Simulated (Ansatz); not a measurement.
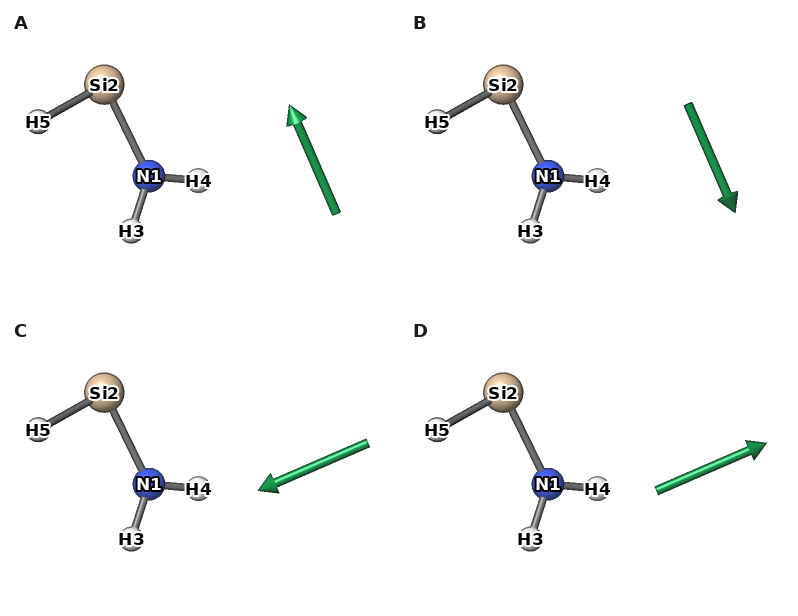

The same molecule four times, each with an arrow. Computed geometry: PBE-D4/def2-SVP optimisation. No frequency run is at hand to confirm it as a minimum. Properties computed with RKS PBE-D4/def2-SVP (Ansatz 0.2.0).

> Which arrow points along the dipole moment, from the negative to the positive end?

B. The dipole moment is 2.40 D; it points from the side of Si2, H5 to the side of H3 (the outermost atoms at the two ends).
